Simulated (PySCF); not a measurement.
**B2PLYP/STO-3G run of AlH2Cl (SMILES [H][Al]([H])[Cl])**

Aim: the vertical singlet–triplet gap of AlH2Cl at B2PLYP/STO-3G, from 2 runs. Input form: a Python script.

The results are computed with PySCF 2.14.0.

9 further runs of the same task are left out: 9 set aside as unsound or not needed.

### Step 1. Starting point

AlH2Cl has 4 atoms, charge 0, and is taken as a singlet. SMILES: `[H][Al]([H])[Cl]`. The shape comes from GFN2-xTB, which is rough for such elements, and wasn't checked as a minimum.

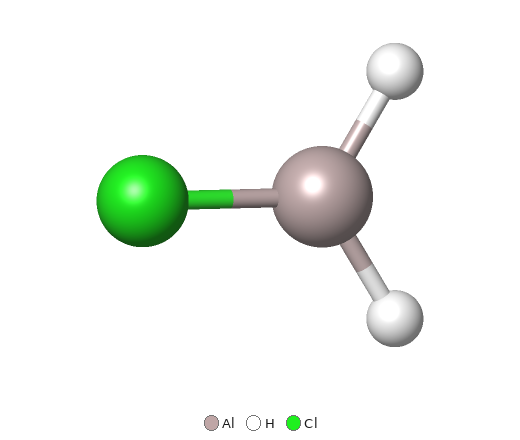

The structure, seen from a chosen angle (aluminium light grey, hydrogen white, chlorine green).

### Step 2. The energy at B2PLYP/STO-3G

File input.py:

```python
# AlH2Cl
from pyscf import gto, dft, mp

mol = gto.M(
    atom=[
    ('Al', (0.049780, 0.082930, -0.002200)),
    ('H', (1.587020, 0.109500, 0.013310)),
    ('H', (-0.651090, 1.451440, -0.019500)),
    ('Cl', (-0.985710, -1.643880, 0.008400)),
],
    spin=0,
    verbose=3,
    charge=0,
    basis='sto-3g',
    max_memory=1860,
)

mf = dft.RKS(mol)
mf.xc = '0.53*HF + 0.47*B88, 0.73*LYP'
mf.grids.level = 5
mf.conv_tol = 1e-10
mf.kernel()
if not mf.converged:
    mf = mf.newton().run(mf.mo_coeff, mf.mo_occ)

pt = mp.MP2(mf, frozen=10).run()
e_final = mf.e_tot + 0.27 * pt.e_corr
print('PT2 part  %.8f' % (0.27 * pt.e_corr))
print(f'total energy: {e_final:.8f} hartree')
```

Command:

```console
OMP_NUM_THREADS=1 python input.py
```

The log of the run:

```text
converged SCF energy = -695.643182426166
E(RMP2) = -695.686425497174  E_corr = -0.0432430710081272
E(SCS-RMP2) = -695.692402000918  E_corr = -0.0492195747513505
PT2 part  -0.01167563
total energy: -695.65485806 hartree
```

Run time: 2 s. Hardware: 1 thread of Arm Neoverse V2, shared host; peak memory 0.2 GiB.

### Step 3. The triplet, same level

File run.py:

```python
from pyscf import gto, dft, mp

molecule = gto.M(
    atom='''
Al       0.049780       0.082930      -0.002200
H        1.587020       0.109500       0.013310
H       -0.651090       1.451440      -0.019500
Cl      -0.985710      -1.643880       0.008400
''',
    verbose=4,
    spin=2,
    charge=0,
    max_memory=1860,
    basis='sto-3g',
)

mf = dft.UKS(molecule, xc='0.53*HF + 0.47*B88, 0.73*LYP')
mf.grids.level = 5
mf.conv_tol = 1e-10
mf.kernel()
if not mf.converged:
    mf = mf.newton().run(mf.mo_coeff, mf.mo_occ)

pt = mp.MP2(mf, frozen=10).run()
e_final = mf.e_tot + 0.27 * pt.e_corr
print('PT2 part  %.8f' % (0.27 * pt.e_corr))
print('Final energy', e_final)
```

Command:

```console
OMP_NUM_THREADS=1 python run.py
```

The log of the run:

```text
PySCF version 2.14.0

[INPUT] num. atoms = 4
[INPUT] num. electrons = 32
[INPUT] charge = 0
[INPUT] spin (= nelec alpha-beta = 2S) = 2
[INPUT] symmetry False subgroup None
[INPUT] Mole.unit = angstrom
[INPUT] Symbol           X                Y                Z      unit          X                Y                Z       unit  Magmom
[INPUT]  1 Al     0.049780000000   0.082930000000  -0.002200000000 AA    0.094070566481   0.156714987510  -0.004157397474 Bohr   0.0
[INPUT]  2 H      1.587020000000   0.109500000000   0.013310000000 AA    2.999033154207   0.206925010640   0.025152254718 Bohr   0.0
[INPUT]  3 H     -0.651090000000   1.451440000000  -0.019500000000 AA   -1.230381782443   2.742824086239  -0.036849659429 Bohr   0.0
[INPUT]  4 Cl    -0.985710000000  -1.643880000000   0.008400000000 AA   -1.862721938245  -3.106482981650   0.015873699446 Bohr   0.0

[... 49 lines left out ...]
[... the frontier-level lines of each cycle are left out ...]
[... 11 lines left out ...]
[... 11 lines left out ...]
[... 11 lines left out ...]
[... 11 lines left out ...]
[... 5 lines left out ...]

cycle= 11 E= -695.346688842076  delta_E= -1.42e-10  |g|= 6.34e-07  |ddm|= 9.98e-05


cycle= 12 E= -695.346688842079  delta_E= -2.5e-12  |g|= 8.91e-08  |ddm|= 1.09e-05


Extra cycle  E= -695.346688842078  delta_E= 2.27e-13  |g|= 3.43e-08  |ddm|= 3.27e-07
converged SCF energy = -695.346688842078  <S^2> = 2.0114798  2S+1 = 3.0076434

******** <class 'pyscf.mp.ump2.UMP2'> ********
nocc = (np.int64(7), np.int64(5)), nmo = (10, 10)
frozen orbitals 10
E(UMP2) = -695.39215175684  E_corr = -0.0454629147618346
E(SCS-UMP2) = -695.396437152921  E_corr = -0.0497483108423446
E_corr(same-spin) = -0.00554675408291173
E_corr(oppo-spin) = -0.0399161606789228
PT2 part  -0.01227499
Final energy -695.3589638290641
```

Run time: 4.2 s. Hardware: 1 thread of Arm Neoverse V2, shared host; peak memory 0.2 GiB.

### Step 4. Outcome

Level: B2PLYP/STO-3G, 10 core orbitals frozen.

| quantity | value |
| --- | --- |
| singlet: total energy | -695.65486 Eh |
| singlet: dipole moment (SCF part) | 2.14 D |
| singlet: HOMO energy (SCF part's orbitals) | -7.29 eV |
| singlet: LUMO energy (SCF part's orbitals) | 5.09 eV |
| singlet: HOMO–LUMO gap (SCF part's orbitals) | 12.38 eV |
| triplet: total energy | -695.35896 Eh |
| triplet: dipole moment (SCF part) | 2.85 D |
| triplet: HOMO energy (SCF part's orbitals) (highest over α and β) | 0.62 eV |
| triplet: ⟨S²⟩ | 2.011 |
| vertical energy of the triplet above the singlet | 8.052 eV |

In words: At this shape the triplet lies 8.05 eV (777 kJ/mol) above the singlet. In a minimal basis such a difference can be off by several eV, whatever the method.
